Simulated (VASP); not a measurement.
Energy against volume of BAs (zinc blende). These are r2SCAN+rVV10, VASP's PBE PAW potentials (set 64) (plane waves; VASP 6.6.1) values and carry that method's errors.

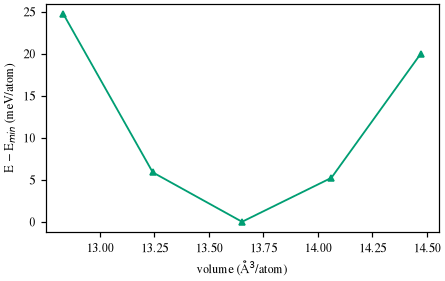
Figure. Energy against volume

**Question.** Estimate the equilibrium volume and the bulk modulus.

**Answer.** The minimum lies near 13.7 Å³/atom, and the curvature gives B0 of about 140 GPa.

Measured: bulk modulus 142 GPa (computed value off by +1.7 %), as given by PMC11618452 (zinc blende boron arsenide), quoting Tian et al.; a 4.777 Å (computed value off by +0.1 %), as given by M J Lucero et al., Journal of Physics Condensed Matter (2012), arXiv:1111.4515. The calculation is for a static lattice, while the measured bulk modulus, a hold thermal and zero-point effects, which are part of the difference.

The compound is BAs in the zinc blende structure. The cell was not relaxed at this level.
